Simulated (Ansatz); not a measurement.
# BrCl3H3NZr: what the fields show

Input file:

```
crystal:
  periodic: [false, false, false]
  atoms:
    - { symbol: Zr, position_ang: [0.366591, -0.515866, -0.469981] }
    - { symbol: "N", position_ang: [0.027659, -0.096341, 2.879959] }
    - { symbol: H, position_ang: [-0.879857, -0.045995, 3.365016] }
    - { symbol: H, position_ang: [0.631532, 0.609175, 3.325969] }
    - { symbol: Cl, position_ang: [2.064455, 0.160813, -1.909043] }
    - { symbol: Cl, position_ang: [-0.777953, 1.496619, -0.043103] }
    - { symbol: Cl, position_ang: [-1.127832, -1.730115, -1.776317] }
    - { symbol: Br, position_ang: [1.57739, -2.389938, 0.986822] }
    - { symbol: H, position_ang: [0.450814, -1.026752, 3.098279] }
basis:
  gaussian: { orbitals: def2-SVP }
hamiltonian:
  xc: pbe
relax:
  f_tol: 0.03
  max_steps: 50
output:
  orbitals: {}
```

Command:

```sh
ansatz run input.yaml --threads 4 --pin off --max-ram 5120MiB --backend cpu --events-out ev --progress --plain --runs-dir out
```

The fields are those of the run's last geometry, not of the input's.

Core potentials replace the inner electrons of Zr.

The calculation used RKS PBE/def2-SVP in Ansatz.

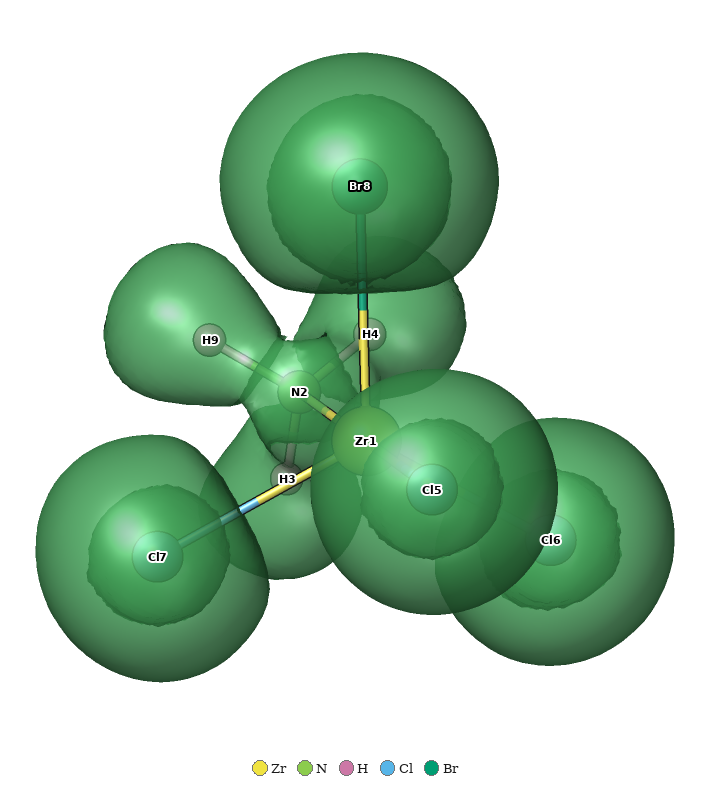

Figure 1. Isosurface of the ELF at 0.75 (green), seen at an oblique angle. Only the valence region is drawn (cores and ρ < 0.01 e/Å³ removed).

**Where are the electrons localised?**

The ELF exceeds this value in one region wrapped around Br (its valence shell), three regions wrapped around Cl (the valence shell of each) and one joined region spread over several atoms (H, N), in which their bonds and any lone pairs are merged. Profiles from the grid: Zr–Cl (2.36 Å): the ELF peaks at about 0.85 in the valence shell of Cl, 0.8 Å from its nucleus, and is about 0.30 at the midpoint. Zr–N (2.44 Å): the ELF peaks at about 0.95 in the valence shell of N, 0.7 Å from its nucleus, and is about 0.20 at the midpoint.

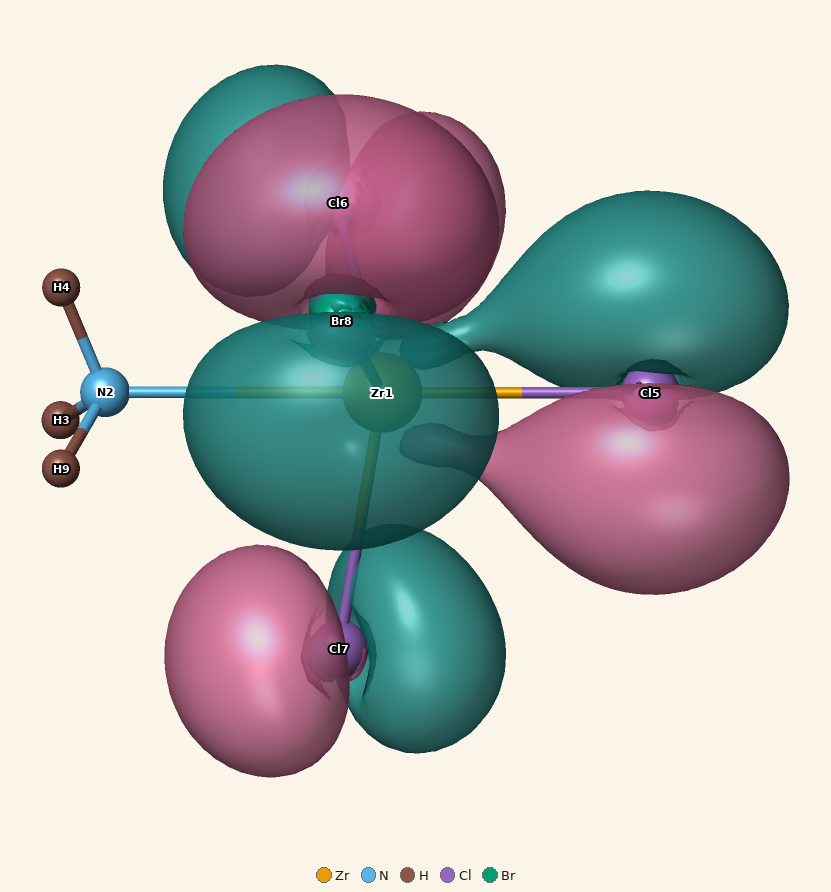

Figure 2. The HOMO−1 at ±0.06 Å⁻³ᐟ² (teal and pink are the two phases), seen from one side.

**Describe this orbital and give its energy.**

By Hirshfeld shares it lies mainly on Br8 (about 40 %), Cl5 (about 30 %), Cl6 (about 10 %) and Cl7 (about 10 %); largely a combination of lone pairs on Br8, Cl5, Cl6 and Cl7. Its energy is −7.34 eV.

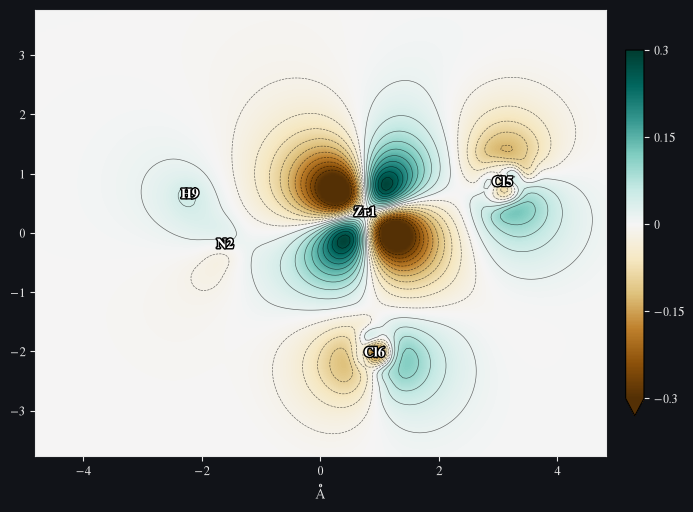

Figure 3. The LUMO on the plane of atoms N2, Zr1 and Cl6 (values in Å⁻³ᐟ²; the overall sign is arbitrary).

**What is the character of this orbital?**

It lies mainly on Zr1 (about 70 %), Cl5 (about 10 %) and Br8 (about 10 %). Its energy is −3.01 eV.
